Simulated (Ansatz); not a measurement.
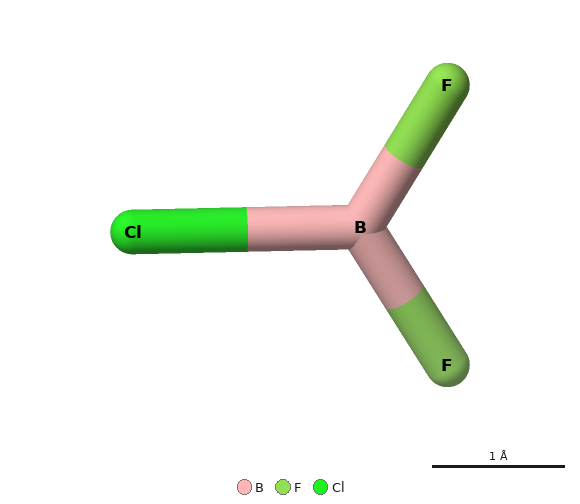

Stick drawing of a structure. Every bond is drawn as one stick, whatever its order.

The computed structure is the end point of a PBE0-D4/def2-TZVP optimisation.

Description:

Formula BClF₂. The point group is C2v. All atoms lie on one plane. Coordination: 1 B trigonal planar.

More results for the same structure follow; atom numbers are the same in all pictures, views and colours differ.

Charges

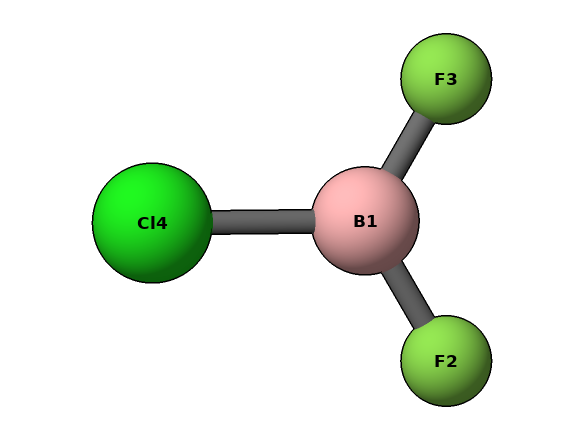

The questions are on Mulliken charges. Properties computed with RKS PBE0-D4/def2-TZVP (Ansatz 0.2.0).

Give the Mulliken charges atom by atom.

```tsv
atom	value (e)
B1	0.53
F2	−0.21
F3	−0.21
Cl4	−0.11
```

Electronic properties

Method: CCSD(T)/CBS estimate, frozen core: MP2 correlation extrapolated from def2-TZVPP and def2-QZVPP, CCSD(T) minus MP2 from the smaller set (Ansatz 0.2.0).

Question: Estimate the T1 diagnostic.

Answer: 0.012.

Dipole moment

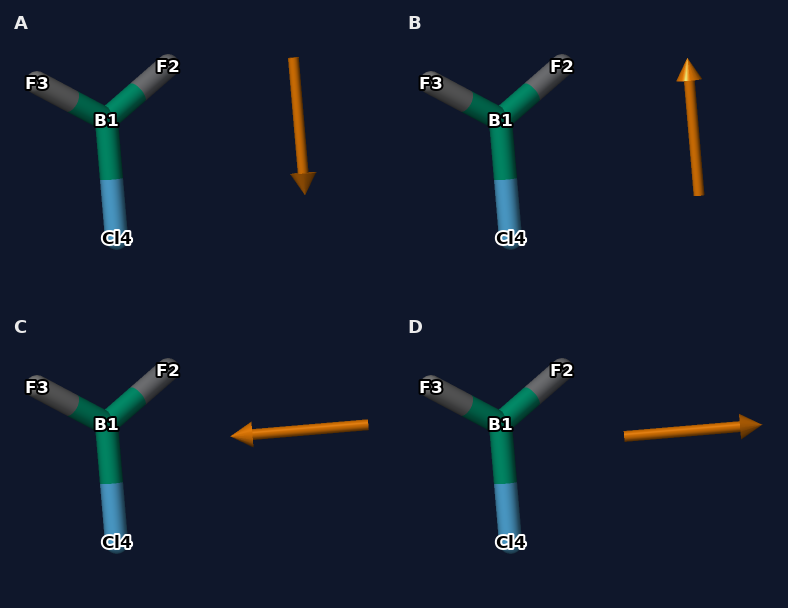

The same molecule four times, each with an arrow. Properties computed with RKS PBE0-D4/def2-TZVP (Ansatz 0.2.0).

Question: Which arrow points along the dipole moment, from the negative to the positive end?

Answer: A. The dipole moment is 0.28 D; it points from the side of F2, F3 to the side of Cl4 (the outermost atoms at the two ends).

Mulliken values depend strongly on the basis set and can even reverse the polarity of a bond.
